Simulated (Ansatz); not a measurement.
**One shape, several levels: doublet [Si2H2OF2]+**

We compute a comparison of 6 runs (UB3LYP/6-31G*, U-revPBE/def2-SVP, U-wB97M-V/def2-SVP, UCAM-B3LYP/def2-SVP, UCCSD(T)/def2-SVP) of doublet [Si2H2OF2]+. 

The results are computed with Ansatz 0.2.0.

49 further runs of the same task are left out: 49 set aside as unsound or not needed. Runs told in other sessions of the task aren't counted.

## Step 1: Starting point

[Si2H2OF2]+ has 7 atoms, charge +1, and is taken as a doublet. SMILES of the parent species: `F[Si]1(F)O[SiH2]1`. The coordinates come from a PBE0-D4/def2-TZVP relaxation. That shape belongs to the parent species and isn't relaxed for this state.

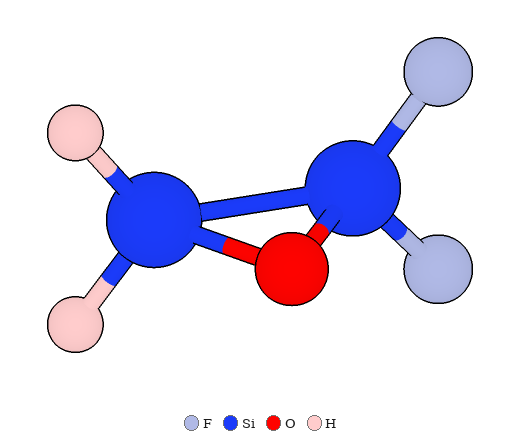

Viewed from a chosen angle; fluorine light blue, silicon blue, oxygen red, hydrogen pink.

## Step 2: The energy at UB3LYP/6-31G(d) (spherical functions) (run 1)

The input, run.yaml:

```yaml
crystal:
  periodic: [false, false, false]
  atoms:
    - symbol: F
      position_ang: [0.424200, -1.612100, 1.693800]
    - symbol: Si
      position_ang: [0.037900, -1.026000, 0.280100]
    - symbol: F
      position_ang: [-0.194200, -2.288000, -0.639100]
    - symbol: O
      position_ang: [1.103500, 0.077900, -0.322100]
    - symbol: Si
      position_ang: [-0.304800, 1.058600, -0.232800]
    - symbol: H
      position_ang: [-0.202300, 2.188800, 0.720000]
    - symbol: H
      position_ang: [-0.802800, 1.532800, -1.545500]
basis:
  gaussian: {orbitals: 6-31G_st_-spherical.json}
total_charge: 1
magnetization: {spin_polarized: true, initial_magnetization: 1}
hamiltonian: {xc: {name: B3LYP}}
accuracy: high
output: {orbitals: {seedname: orbitals}}
```

The basis set 6-31G* is read from a file made from the Basis Set Exchange's data (not shown).

Run with:

```console
$ ansatz run run.yaml --threads 1 --pin off --max-ram 2610MiB --events-out events.jsonl --progress --plain --runs-dir runs
```

What it wrote:

```text
Warning: RAYON_NUM_THREADS=1 ignored (pool sized by the plan → 1); use --threads N
Functional definition: B3LYP
  name "B3LYP"
  parameter a0 = 0.2
  parameter ax = 0.72
  parameter ac = 0.81
  exchange = (1 - a0 - ax)*slater_x + ax*b88_x + a0*exact_x
  correlation = (1 - ac)*vwn_rpa_c + ac*lyp_c
1768 factors; integrals over basis functions are off by at most 3.4e-9 eV
mean field evaluation 1: about -23246.0663 eV, gradient 6.8e1 eV
mean field evaluation 2: about -23162.7497 eV, gradient 1.5e2 eV
mean field evaluation 4: about -23260.2820 eV, gradient 2.1e1 eV
mean field evaluation 8: about -23262.0248 eV, gradient 1.1e0 eV
mean field evaluation 16: about -23262.0316 eV, gradient 2.9e-3 eV
mean field -23262.03155500 eV, -854.8638920749 hartree, gradient 6.6e-8 eV, S^2 0.752657; 0 other end points of the search recorded, 0 dependent functions left out
reference -23262.03159446 eV, -854.8638935252 hartree; 28, 27 occupied and 54, 55 virtual orbitals, 1768 factors
Total energy: -23262.03159446 eV, -854.8638935252 hartree
```

Wall time 17 s (1 thread of Arm Neoverse V1, shared host); peak memory 0.41 GiB.

## Step 3: The energy at UB3LYP/6-31G(d) (Cartesian functions) (run 2)

The input, input.yaml:

```yaml
crystal:
  periodic: [false, false, false]
  atoms:
    - {symbol: F, position_ang: [0.424200, -1.612100, 1.693800]}
    - {symbol: Si, position_ang: [0.037900, -1.026000, 0.280100]}
    - {symbol: F, position_ang: [-0.194200, -2.288000, -0.639100]}
    - {symbol: O, position_ang: [1.103500, 0.077900, -0.322100]}
    - {symbol: Si, position_ang: [-0.304800, 1.058600, -0.232800]}
    - {symbol: H, position_ang: [-0.202300, 2.188800, 0.720000]}
    - {symbol: H, position_ang: [-0.802800, 1.532800, -1.545500]}
basis:
  gaussian: {orbitals: "6-31G*"}
total_charge: 1
magnetization: {spin_polarized: true, initial_magnetization: 1}
hamiltonian: {xc: {name: B3LYP}}
accuracy: high
output: {orbitals: {seedname: orbitals}}
```

Run with:

```console
$ ansatz run input.yaml --threads 1 --pin off --max-ram 2610MiB --events-out events.jsonl --progress --plain --runs-dir runs
```

What it wrote, cut to the lines that bear on the results:

```text
Warning: RAYON_NUM_THREADS=1 ignored (pool sized by the plan → 1); use --threads N
[... 7 set-up lines as earlier in the session ...]
1822 factors; integrals over basis functions are off by at most 3.3e-9 eV
mean field evaluation 1: about -23246.3625 eV, gradient 6.9e1 eV
mean field evaluation 2: about -23163.0400 eV, gradient 1.5e2 eV
mean field evaluation 4: about -23260.5571 eV, gradient 2.1e1 eV
mean field evaluation 8: about -23262.2342 eV, gradient 3.8e-1 eV
mean field evaluation 16: about -23262.2353 eV, gradient 7.5e-4 eV
mean field -23262.23533302 eV, -854.8713807790 hartree, gradient 7.9e-8 eV, S^2 0.752653; 0 other end points of the search recorded, 0 dependent functions left out
reference -23262.23537245 eV, -854.8713822282 hartree; 28, 27 occupied and 59, 60 virtual orbitals, 1822 factors
Total energy: -23262.23537245 eV, -854.8713822282 hartree
```

Run time: 18 s. Hardware: 1 thread of Arm Neoverse V1, shared host; peak memory 0.44 GiB.

Runs 3 to 4 aren't shown in full; the table further down has their settings and results.

## Step 4: The energy at UCAM-B3LYP/def2-SVP (run 5)

input.yaml: that of step 3 with these lines changed.

```diff
@@ -11,7 +11,12 @@
 basis:
-  gaussian: {orbitals: "6-31G*"}
+  gaussian:
+    orbitals: def2-SVP
 total_charge: 1
-magnetization: {spin_polarized: true, initial_magnetization: 1}
-hamiltonian: {xc: {name: B3LYP}}
+magnetization:
+  spin_polarized: true
+  initial_magnetization: 1
+hamiltonian:
+  xc: {name: CAM-B3LYP}
 accuracy: high
-output: {orbitals: {seedname: orbitals}}
+output:
+  orbitals: {seedname: orbitals}
```

Run with:

```console
$ ansatz run input.yaml --threads 1 --pin off --max-ram 2610MiB --events-out events.jsonl --progress --plain --runs-dir runs
```

What it wrote, cut to the lines that bear on the results:

```text
Warning: RAYON_NUM_THREADS=1 ignored (pool sized by the plan → 1); use --threads N
Functional definition: CAM-B3LYP
  name "CAM-B3LYP"
[...]
1779 factors; integrals over basis functions are off by at most 3.9e-9 eV
391 factors; integrals over basis functions are off by at most 1.8e-9 eV
[...]
mean field -23249.55524139 eV, -854.4053960064 hartree, gradient 8.7e-8 eV, S^2 0.753864; 0 other end points of the search recorded, 0 dependent functions left out
reference -23249.55525949 eV, -854.4053966718 hartree; 28, 27 occupied and 60, 61 virtual orbitals, 1779 factors
Total energy: -23249.55525949 eV, -854.4053966718 hartree
```

Run time: 20 s. Hardware: 1 thread of Arm Neoverse V1, shared host; peak memory 0.49 GiB.

## Step 5: The energy at UCCSD(T)/def2-SVP (run 6)

The input, job.yaml:

```yaml
crystal:
  periodic: [false, false, false]
  atoms:
    - symbol: F
      position_ang: [0.424200, -1.612100, 1.693800]
    - symbol: Si
      position_ang: [0.037900, -1.026000, 0.280100]
    - symbol: F
      position_ang: [-0.194200, -2.288000, -0.639100]
    - symbol: O
      position_ang: [1.103500, 0.077900, -0.322100]
    - symbol: Si
      position_ang: [-0.304800, 1.058600, -0.232800]
    - symbol: H
      position_ang: [-0.202300, 2.188800, 0.720000]
    - symbol: H
      position_ang: [-0.802800, 1.532800, -1.545500]
basis:
  gaussian: {orbitals: def2-SVP}
accuracy: high
magnetization: {spin_polarized: true, initial_magnetization: 1}
total_charge: 1
correlation: {method: ccsd_t, frozen_orbitals: {F: 1, H: 0, O: 1, Si: 5}}
scf: {omitted_lower_state_checks: [cluster_reference, increment]}
```

Run with:

```console
$ ansatz run job.yaml --threads 1 --pin off --max-ram 2610MiB --events-out events.jsonl --progress --plain --runs-dir runs
```

What it wrote, cut to the lines that bear on the results:

```text
Warning: RAYON_NUM_THREADS=1 ignored (pool sized by the plan → 1); use --threads N
Functional definition: HF
  name "HF"
[...]
1779 factors; integrals over basis functions are off by at most 3.9e-9 eV
[...]
mean field -23188.21363056 eV, -852.1511333872 hartree, gradient 2.4e-8 eV, S^2 0.769983; 1 other end points of the search recorded, 0 dependent functions left out
13 core orbitals not correlated: weight in the atoms' cores, before any rotation towards them, 1.000 or more for the frozen orbitals, at most 0.000 for the correlated occupied ones
reference -23188.21363056 eV, -852.1511333872 hartree; 15, 14 occupied and 60, 61 virtual orbitals, 1779 factors
second order -19.52611421 eV of doubles, -0.00000000 eV of singles
cycle   1  -19.48575722 eV  change    4.0e-2 eV  update   1.3e-1
[...]
cycle  27  -20.20162891 eV  change  -8.4e-12 eV  update   2.7e-9
perturbative correction -0.47313277 eV, -0.0173873084 hartree
Total energy: -23208.88839223 eV, -852.9109168650 hartree
Checks for a lower state left out: cluster_reference, increment
```

Wall time 1.8 min (1 thread of Arm Neoverse V1, shared host); peak memory 0.93 GiB.

## Step 6: All runs side by side

| run | level | Cartesian functions | frozen core orbitals | energy (Eh) | HOMO energy (eV) | LUMO energy (eV) | ⟨S²⟩ | wall time |
| --- | --- | --- | --- | --- | --- | --- | --- | --- |
| 1 | UB3LYP/6-31G* (spherical functions) | no | – | -854.863894 | -15.26 | -12.36 | 0.753 | 17 s |
| 2 | UB3LYP/6-31G* (Cartesian functions) | yes | – | -854.871382 | -15.26 | -12.36 | 0.753 | 18 s |
| 3 | U-revPBE/def2-SVP | no | – | -854.256505 | -14.12 | -12.85 | 0.752 | 13 s |
| 4 | U-wB97M-V/def2-SVP | no | – | -854.358032 | -17.50 | -10.28 | 0.753 | 2.8 min |
| 5 | UCAM-B3LYP/def2-SVP | no | – | -854.405397 | -16.95 | -11.07 | 0.754 | 20 s |
| 6 | UCCSD(T)/def2-SVP | no | 13 | -852.910917 | – | – | 0.770 | 1.8 min |

## Step 7: Summary of results

| quantity | value |
| --- | --- |
| run 6: total energy | -852.91092 Eh |
| run 6: correlation energy (13 core orbitals frozen) | -759.8 mEh |
| run 6: (T) correction | -17.39 mEh |
| run 6: ⟨S²⟩ of the reference determinant | 0.770 |
| run 6: T1 diagnostic | 0.020 |

What this shows: Totals of different functionals can't be ranked against each other. All runs together took 5.7 min, the longest 2.8 min.
